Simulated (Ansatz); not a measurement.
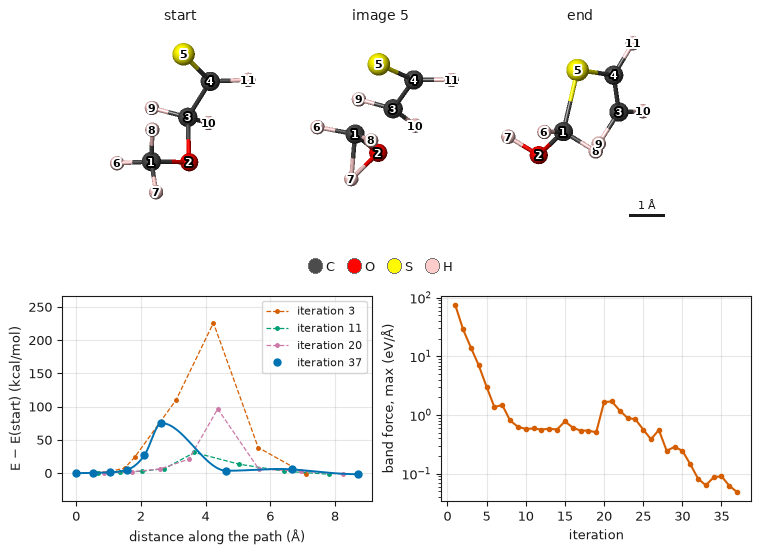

A search for the minimum-energy path of C₃H₆OS by the nudged elastic band. Images are numbered from 0 (start) to 8 (end). The plot follows the band through its iterations. The picture is a ball-and-stick view, seen from a free direction.

All numbers below come from RKS PBE-D4/STO-3G (Ansatz 0.2.0). Set-up: 7 movable images; climbing image; force threshold 0.05 eV/Å; iteration limit 60; spring constant 0.5 eV/Å²; starting path through a guess of the saddle point.

**Judge this run.**

The run is converged, with reservations. The band converged in 37 iterations. The largest component of the band force went from 75 to 0.049 eV/Å. The climbing image converged on the top of the path. Its curvatures weren't checked. The first iteration put the highest image at 1047.5 kcal/mol. Forward barrier 75.3 kcal/mol, backward barrier 76.9 kcal/mol, with image 5 at the top; the reaction energy is −1.6 kcal/mol.

Limits of the set-up: STO-3G is a minimal basis, so the numbers are rough.
